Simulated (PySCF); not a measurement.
**One shape, several levels: AlH3 (SMILES [H][Al]([H])[H])**

We compute a comparison of 6 runs (M06-2X/6-31G*, PBE/6-31G*, r2SCAN/6-31G*, CCSDTQ/6-31G*, NEVPT2(6,7)/6-31G*, UCCSD(T)/6-31G*) of AlH3. Input form: a Python script.

The calculation is run with PySCF 2.14.0.

3 further runs of the same task are left out: 3 set aside as unsound or not needed.

## 1. The structure to begin with

The species is AlH3 (4 atoms), meant as a singlet with charge 0. As SMILES, `[H][Al]([H])[H]`. The Al1–H4 distance was set to 2.795 Å, away from the relaxed value. At this shape a bond of the SMILES string is far longer than usual.

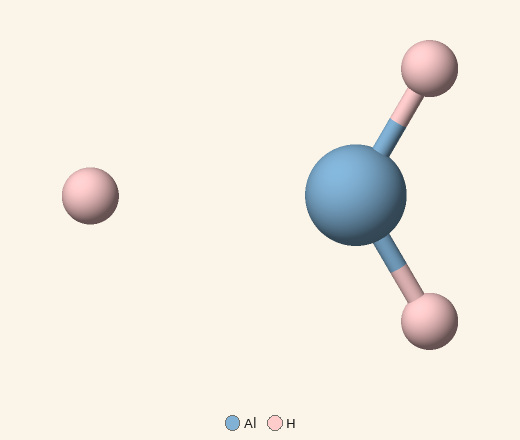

Viewed from a chosen angle; aluminium light blue, hydrogen pink.

## 2. The energy at M06-2X/6-31G(d) (spherical functions) (run 1)

input.xyz

```xyz
4
AlH3
Al     0.642228     1.063374    -0.003548
H      2.194888     1.032874     0.011042
H     -0.107572     2.423234    -0.022688
H     -0.802830    -1.329300     0.004480
```

input.py

```python
from pyscf import gto, dft

molecule = gto.Mole()
molecule.atom = 'input.xyz'
molecule.charge = 0
molecule.max_memory = 1860
molecule.basis = '6-31g*'
molecule.verbose = 4
molecule.build()

mf = dft.RKS(molecule)
mf.xc = 'm06-2x'
mf.conv_tol = 1e-10
mf.grids.level = 5
mf.kernel()
if not mf.converged:
    mf = mf.newton().run(mf.mo_coeff, mf.mo_occ)

energy = mf.e_tot
print('Final energy', energy)
```

Run with:

```bash
OMP_NUM_THREADS=1 python input.py
```

The program printed:

```text
PySCF version 2.14.0

[... 69 lines left out ...]
converged SCF energy = -244.03241672111
Final energy -244.0324167211099
```

Wall time 2.4 s (1 thread of Arm Neoverse V2, shared host); peak memory 0.19 GiB.

## 3. A single-point energy at PBE/6-31G(d) (spherical functions) (run 2)

run.py

```python
from pyscf import gto, dft

system = gto.M(
    atom=[
    ('Al', (0.642228, 1.063374, -0.003548)),
    ('H', (2.194888, 1.032874, 0.011042)),
    ('H', (-0.107572, 2.423234, -0.022688)),
    ('H', (-0.802830, -1.329300, 0.004480)),
],
    basis='6-31g*',
    spin=0,
    max_memory=1860,
    verbose=3,
)

mf = dft.RKS(system)
mf.xc = 'pbe'
mf.grids.level = 5
mf.conv_tol = 1e-10
mf.kernel()
if not mf.converged:
    mf = mf.newton().run(mf.mo_coeff, mf.mo_occ)

energy = mf.e_tot
print(f'total energy: {energy:.8f} hartree')
```

Run with:

```bash
OMP_NUM_THREADS=1 python run.py
```

The program printed:

```text
converged SCF energy = -243.927569662598
total energy: -243.92756966 hartree
```

It took 1.8 s on 1 thread of Arm Neoverse V2, shared host; peak memory 0.19 GiB.

Runs 3 to 5 aren't shown in full; the table further down has their settings and results.

## 4. A single-point energy at UCCSD(T)/6-31G(d) (spherical functions) (run 6)

job.py

```python
from pyscf import gto, scf, cc

system = gto.M(
    atom='Al 0.642228 1.063374 -0.003548; H 2.194888 1.032874 0.011042; H -0.107572 2.423234 -0.022688; H -0.802830 -1.329300 0.004480',
    verbose=3,
    basis='6-31g*',
    charge=0,
    spin=0,
    max_memory=1860,
)

mf = scf.UHF(system)
mf.conv_tol = 1e-10
mf.kernel()
if not mf.converged:
    mf = mf.newton().run(mf.mo_coeff, mf.mo_occ)
for _ in range(3):
    mo, _, stable, _ = mf.stability(return_status=True)
    if stable:
        break
    mf.kernel(mf.make_rdm1(mo, mf.mo_occ))

mycc = cc.CCSD(mf, frozen=5)
mycc.kernel()
e_t = mycc.ccsd_t()
e_tot = mycc.e_tot + e_t
print('Final energy', e_tot)
```

Run with:

```bash
OMP_NUM_THREADS=1 python job.py
```

The program printed:

```text
converged SCF energy = -243.497677928631  <S^2> = 2.5348612e-12  2S+1 = 1
<class 'pyscf.scf.uhf.UHF'> wavefunction has an internal instability
converged SCF energy = -243.519050115465  <S^2> = 0.68607681  2S+1 = 1.9350213
<class 'pyscf.scf.uhf.UHF'> wavefunction is stable in the internal stability analysis
E(UCCSD) = -243.593933715424  E_corr = -0.0748835999585241
UCCSD(T) correction = -0.00253868328246134
Final energy -243.59647239870642
```

It took 0.86 s on 1 thread of Arm Neoverse V2, shared host; peak memory 0.12 GiB.

## 5. The series

```
run                                     level  integration grid  frozen core orbitals  energy (Eh)  dipole moment (D) of the reference  HOMO energy (eV)  LUMO energy (eV)  wall time
  1       M06-2X/6-31G* (spherical functions)                 5                     –  -244.032417                                2.30             -7.34             -1.63      2.4 s
  2          PBE/6-31G* (spherical functions)                 5                     –  -243.927570                                2.14             -5.64             -2.98      1.8 s
  3       r2SCAN/6-31G* (spherical functions)                 5                     –  -244.039731                                2.30             -5.85             -2.67      2.8 s
  4       CCSDTQ/6-31G* (spherical functions)                 –                     5  -243.598259                                2.87             -8.56              0.34    1.7 min
  5  NEVPT2(6,7)/6-31G* (spherical functions)                 –                     –  -243.594051                                2.87             -8.56              0.34      1.2 s
  6     UCCSD(T)/6-31G* (spherical functions)                 –                     5  -243.596472                                0.54             -8.17              0.47     0.86 s
```

## 6. What came out

```
                                          quantity          value
                               run 6: total energy  -243.59647 Eh
       run 6: dipole moment (Hartree–Fock density)         0.54 D
        run 6: HOMO energy (Hartree–Fock orbitals)       -8.17 eV
        run 6: LUMO energy (Hartree–Fock orbitals)        0.47 eV
      run 6: HOMO–LUMO gap (Hartree–Fock orbitals)        8.64 eV
run 6: correlation energy (5 core orbitals frozen)      -77.4 mEh
                             run 6: (T) correction      -2.54 mEh
          run 6: ⟨S²⟩ of the reference determinant          0.686
                              run 6: T1 diagnostic          0.112
```

Over runs 1, 2, 3 the dipole moment (its size) runs from 2.14 D (PBE/6-31G*) to 2.30 D (r2SCAN/6-31G*). Over runs 1, 2, 3 the HOMO–LUMO gap runs from 2.66 eV (PBE/6-31G*) to 5.70 eV (M06-2X/6-31G*). Totals of different functionals can't be ranked against each other. Spin contamination of the reference: run 6 ⟨S²⟩ = 0.69. Where it is this large, the reference is a mixture of spin states, and values that rest on it are in doubt. All runs together took 1.9 min, the longest 1.7 min.
